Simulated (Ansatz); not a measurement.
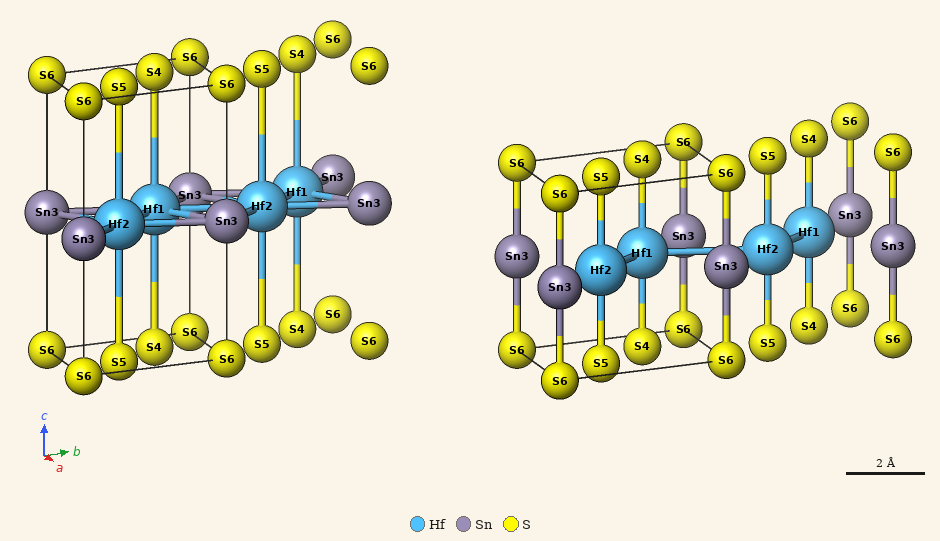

Two geometries of solid Hf₂SnS₃ (a generated structure, set up in P6/mmm) (coarse preliminary run), drawn at one scale. One is the start of a relaxation, the other its converged end. Style: ball-and-stick. Shown: the cell of the calculation, repeated 1 × 2 × 1 with one cell outlined, slightly off an axis.

Theory: Ansatz, DFT PBE, scalar-relativistic, plane waves, PAW. (plane-wave cutoff 420 eV; k-point mesh 6 × 6 × 4; occupations gaussian; smearing width 0.1 eV; no spin polarisation; cell and atoms relaxed; force threshold 0.04 eV/Å; at most 70 steps)

> Which geometry has the lower energy?

The right one is the relaxed one. The atoms keep their places relative to the cell (all moves are under 0.005 Å). Cell: a = b 4.925 → 5.743 Å (+16.6 %), c 7.207 → 4.902 Å (−32.0 %). Volume −7.5 %. Some distances before and after: Hf1–S4 3.603 → 2.451 Å, Sn3–S6 3.603 → 2.451 Å, Hf1–Hf2 2.843 → 3.316 Å, Hf1–Sn3 2.843 → 3.316 Å. New bonds form, among them: Sn3–S6 (3.60 → 2.45 Å). The space group stays P6/mmm (No. 191). After 11 accepted moves (14 points after the start) the energy has fallen by 5.740 eV per cell of the calculation. All forces vanish by symmetry, so only the cell relaxes. Pressure: −1.04 GPa at the start and 0.15 GPa at the end. The line search rejected the trial step at point 8 of the run. The SCF was repeated twice at an unchanged geometry on a basis and grid sized afresh for the cell, which shifted the energy by 22.1 meV per cell of the calculation at most. Cost: 3.4 min on 1 thread of Arm Neoverse V1 (shared host), peak memory 0.48 GiB.

Limits of the set-up: layers or molecules are held without a dispersion correction, so their spacing is unreliable.
